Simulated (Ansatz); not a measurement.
**Profile along the Ba–F line in BaF2 (fluorite)**

BaF2 (fluorite)

```yaml
crystal:
  lattice:
    - [0.00000, 3.12321, 3.12321]
    - [3.12321, 0.00000, 3.12321]
    - [3.12321, 3.12321, 0.00000]
  atoms:
    - { symbol: Ba, position: [0.00000, 0.00000, 0.00000] }
    - { symbol: F, position: [0.25000, 0.25000, 0.25000] }
    - { symbol: F, position: [0.75000, 0.75000, 0.75000] }
```

Fields along a shortest Ba–F line of a {110} plane (2.70 Å), from Ba to F, interpolated on the slice's grid (step about 0.2 Å). The numbers are results of PBE (plane waves to 420 eV, PAW, scalar-relativistic; Ansatz, a first-principles code), not measurements. k mesh 9×9×9. These are valence fields of a PAW run, semicore shells included where kept as valence: close to a nucleus they are smooth pseudo fields. BaF2 was relaxed with its symmetry unable to fall.

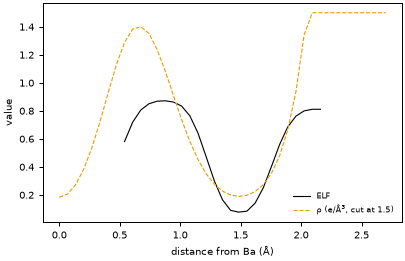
Fig. 1. ELF (away from the nuclei) and valence density from Ba to F.

Density on the Ba–F line (2.70 Å) at its density minimum, 1.5 Å from Ba: 0.19 e/Å³. ELF at that point: 0.1. Character of the Ba–F contact (rough rule: ELF there above 0.7 covalent, below 0.2 ionic, polar between): closed-shell (ionic).
